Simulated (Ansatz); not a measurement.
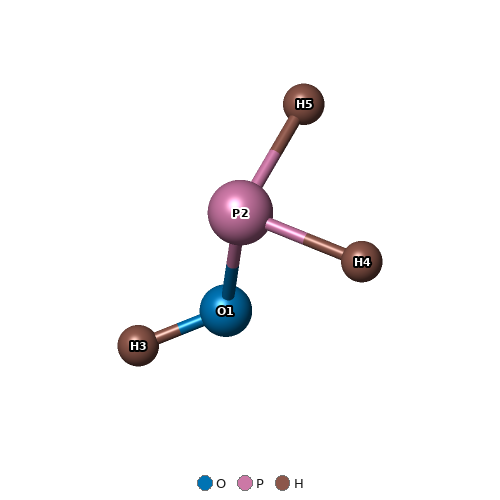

The system is H₃OP, SMILES OP; the picture shows the reference structure. Coordinates scanned: (1) bond length O1–P2; (2) dihedral H3–O1–P2–H4. Nothing is relaxed (all other coordinates rigid). Grid: 13 × 12 points. Points are written as (first, second). Energies are in kJ/mol, from the relaxed molecule at the same level. The reference is spin-restricted, which grows unreliable where a bond is stretched far. The calculation used RKS r2SCAN0-D4/def2-TZVP (Ansatz 0.2.0).

Its coordinates:

| atom | x (Å) | y (Å) | z (Å) |
| --- | --- | --- | --- |
| O | 0.3388 | -0.5749 | 0.7901 |
| P | 0.0752 | 0.1984 | -0.6388 |
| H | 1.1288 | -1.1073 | 0.7281 |
| H | -1.3047 | -0.0858 | -0.7854 |
| H | -0.1882 | 1.4959 | -0.1354 |

Range: bond length O1–P2 from 1.350 to 2.469 Å; dihedral H3–O1–P2–H4 from −180 to 150°.

Predict the map.

Answer. The lowest grid point is at (1.630 Å, 120°), 1.1 kJ/mol from the relaxed molecule at the same level. There is a further well near (1.630 Å, −60°) (2.9 kJ/mol above the lowest at that grid point). The highest grid point, (2.469 Å, 60°), lies 294 kJ/mol above the lowest. On the interpolated surface the easiest way out of the lowest well to the well at about (1.65 Å, −45°) passes a barrier of about 16 kJ/mol, counted from the interpolated bottom of the well. Round the minimum the two coordinates are nearly uncoupled.

| dihedral H3–O1–P2–H4 ↓, bond length O1–P2 → | 1.350 | 1.443 | 1.536 | 1.630 | 1.723 | 1.816 | 1.909 | 2.003 | 2.096 | 2.189 | 2.282 | 2.376 | 2.469 |
| --- | --- | --- | --- | --- | --- | --- | --- | --- | --- | --- | --- | --- | --- |
| 150 | 233 | 91 | 23 | 1 | 9 | 32 | 66 | 104 | 144 | 184 | 223 | 260 | 294 |
| 120 | 232 | 90 | 23 | 1 | 8 | 32 | 66 | 104 | 144 | 184 | 223 | 260 | 294 |
| 90 | 239 | 97 | 29 | 7 | 13 | 36 | 69 | 107 | 146 | 186 | 224 | 261 | 295 |
| 60 | 249 | 106 | 37 | 14 | 19 | 41 | 73 | 110 | 148 | 187 | 225 | 261 | 295 |
| 30 | 256 | 112 | 41 | 17 | 21 | 42 | 73 | 110 | 148 | 187 | 224 | 260 | 294 |
| 0 | 251 | 106 | 36 | 12 | 17 | 38 | 70 | 107 | 145 | 184 | 221 | 258 | 292 |
| −30 | 239 | 96 | 27 | 5 | 10 | 33 | 65 | 103 | 142 | 181 | 219 | 256 | 290 |
| −60 | 238 | 95 | 27 | 4 | 10 | 33 | 65 | 103 | 142 | 181 | 219 | 256 | 290 |
| −90 | 249 | 105 | 35 | 11 | 16 | 38 | 69 | 106 | 145 | 183 | 221 | 258 | 292 |
| −120 | 256 | 112 | 41 | 17 | 21 | 42 | 73 | 110 | 148 | 186 | 224 | 260 | 294 |
| −150 | 250 | 107 | 38 | 15 | 20 | 42 | 73 | 110 | 149 | 187 | 225 | 261 | 295 |
| −180 | 240 | 98 | 30 | 8 | 14 | 37 | 70 | 107 | 147 | 186 | 224 | 261 | 295 |

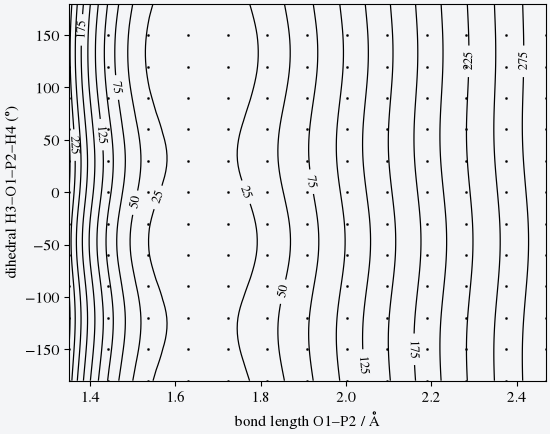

In the figure: contour lines labelled in kJ/mol, dots at the grid points. Between grid points the surface is interpolated.

Each point was launched as `ansatz run input.yaml --threads 1 --pin off --max-ram 2048MiB --backend cpu --events-out ev --progress --plain --runs-dir out`. The whole map (156 points run) took 6.8 min on 1 thread of Intel(R) Xeon(R) Platinum 8488C (Sapphire Rapids), on a shared host.
